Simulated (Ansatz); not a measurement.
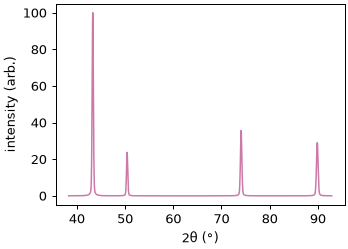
Figure: Simulated powder pattern, Fe Kα, λ = 1.93735 Å

The pattern belongs to a structure relaxed with the program Ansatz at the PBE level (PAW).

Task: Which compound is it?
A. BP, zinc blende
B. BN, P6_3mc (B on 2a, B on 2b, N on 2a, N on 2b)
C. Au, fcc (Cu type)
D. Fe, bcc (W type)

Result: A, BP, zinc blende

Space group F-43m (zinc blende). Symmetry was held in the PBE relaxation; phonons on a q-mesh show no instability.

Potentials: the later of the program's two PAW sets.
